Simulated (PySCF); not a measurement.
```yaml
atoms:
  - { symbol: C, position_ang: [2.6659, -0.1913, 0.3190] }
  - { symbol: C, position_ang: [1.4837, -0.1019, -0.2786] }
  - { symbol: C, position_ang: [0.2290, -0.0174, 0.5002] }
  - { symbol: O, position_ang: [0.2121, -0.0241, 1.7356] }
  - { symbol: C, position_ang: [-0.9753, 0.0730, -0.2646] }
  - { symbol: C, position_ang: [-2.2740, 0.1601, 0.4157] }
  - { symbol: F, position_ang: [-3.3196, 0.2427, -0.4612] }
  - { symbol: H, position_ang: [2.7228, -0.2030, 1.3955] }
  - { symbol: H, position_ang: [3.5909, -0.2539, -0.2280] }
  - { symbol: H, position_ang: [1.3898, -0.0877, -1.3546] }
  - { symbol: H, position_ang: [-0.9620, 0.0788, -1.3423] }
  - { symbol: H, position_ang: [-2.3201, 1.0454, 1.0695] }
  - { symbol: H, position_ang: [-2.4476, -0.7203, 1.0544] }
```

Geometry: GFN2-xTB.

Method: UKS B3LYP, pcH-1 on C F H O, non-relativistic, mean-field spin-orbit, GIAO in PySCF 2.14.0, density-fitted response routines.

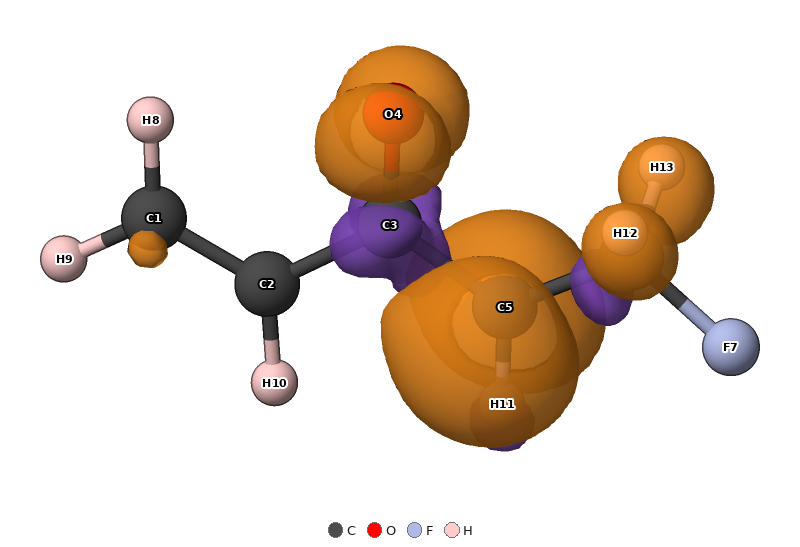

C₅H₆FO (SMILES C=CC(=O)[CH]CF) (doublet). Isosurfaces of the spin density at +0.02 (orange) and −0.02 e/Å³ (purple), seen at a tilt.

Q: Where is the unpaired spin?

A: The unpaired spin (1 electron) lies mostly on C5 (about 0.5) and O4 (about 0.2), in electrons by Hirshfeld's partition.
